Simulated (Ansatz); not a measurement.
The parent structure is BeS in the zinc blende structure (space group F-43m, No. 216; a = 4.869 Å).

It is then changed as follows: cell and atoms relaxed at a pressure of 9 GPa.

The values are results of r2SCAN, PAW, 500 eV (Ansatz, a first-principles code; no spin-orbit coupling), not measurements.

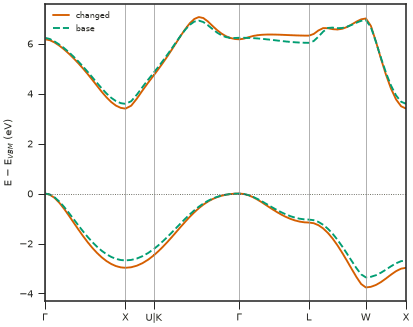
Highest valence and lowest conduction band along the path, each from its own valence-band maximum

Problem. From the figure, how large is the changed gap, and is it direct?

Solution. About 3.4 eV, indirect, Γ → X.

Load acts through the strain it causes; cell and atoms are relaxed under it. No phonon test of stability was made. No other phases were tried under pressure.
